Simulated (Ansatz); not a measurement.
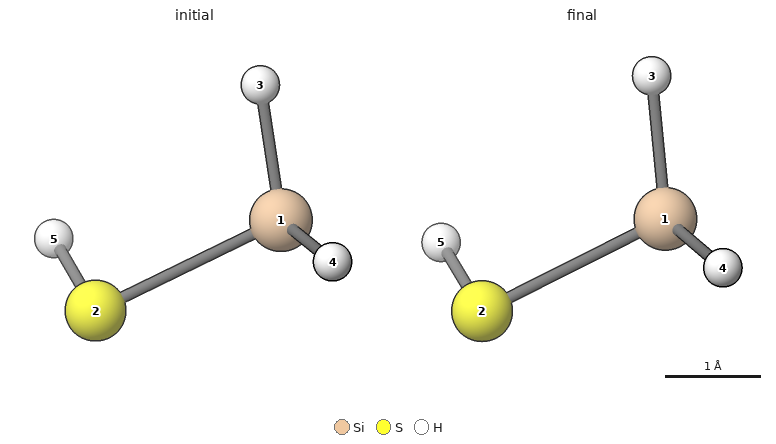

The structure of SiH3S (multiplicity 2) (coarse preliminary run) before (left) and after (right) a relaxation, at one scale.

The picture is a ball-and-stick view, seen at a tilt.

The start comes from a force field.

Level of theory: UKS PBE-D4/def2-SVP in Ansatz 0.2.0.

Input
```yaml
crystal:
  periodic: [false, false, false]
  atoms:
    - {symbol: Si, position_ang: [-0.090800, -0.736500, -0.347900]}
    - {symbol: S, position_ang: [0.303800, 1.402200, -0.312200]}
    - {symbol: H, position_ang: [-0.096500, -1.198800, 1.018000]}
    - {symbol: H, position_ang: [-1.448900, -0.854800, -0.868800]}
    - {symbol: H, position_ang: [1.382200, 1.314300, 0.469400]}
basis:
  gaussian: {orbitals: def2-SVP}
magnetization: {spin_polarized: true, initial_magnetization: 1}
hamiltonian: {xc: pbe, dispersion: d4}
relax: {f_tol: 0.03, max_steps: 200}
```

Question: Summarise the run.

Answer: The largest move after the best rigid fit is that of H3, 0.10 Å. By element the largest moves are H 0.10 Å, Si 0.04 Å, S 0.03 Å. Near-neighbour distances that change, for instance: Si1–H3 1.442 → 1.515 Å, Si1–H4 1.459 → 1.509 Å, S2–H5 1.335 → 1.364 Å, Si1–S2 2.175 → 2.163 Å. Among the angles between lasting bonds that change: S2–Si1–H3 107.5° → 111.3°. The energy falls by 8.65 kJ/mol in 3 accepted moves (4 points after the start). Largest force component: 1.2 eV/Å at the start, 0.015 eV/Å at the end. The line search rejected the trial step at point 3 of the run. The run took about 5 core-seconds on a shared host.
